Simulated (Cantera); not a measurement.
Feed: 1 mol SiCl4, 0.18 mol HCl, 140 mol H2, held at 13.3 mbar.

Cantera equilibrium calculation (NASA polynomials, part measured and part estimated; ideal gas, pure solids and liquids). Candidate condensed phases: Si; 19 gas species. The tables' values for SiCl3 are old estimates; treat these amounts as uncertain. Rates play no part.

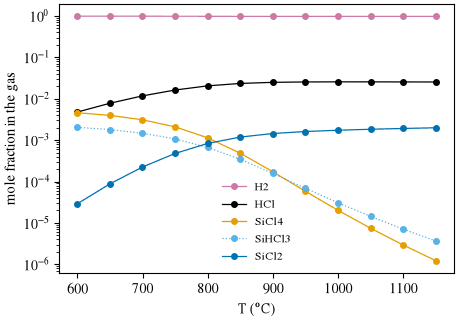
Figure: Equilibrium gas composition (values under 1e-9 drawn at 1e-9)

From 600 °C to 1150 °C the condensed part is Si(s). The main Si-bearing gas is SiCl4 at 600 °C and SiCl2 at 1150 °C. The share of Si in condensed phases is highest at 950 °C (73.6 %) and lowest at 600 °C (4.1 %).
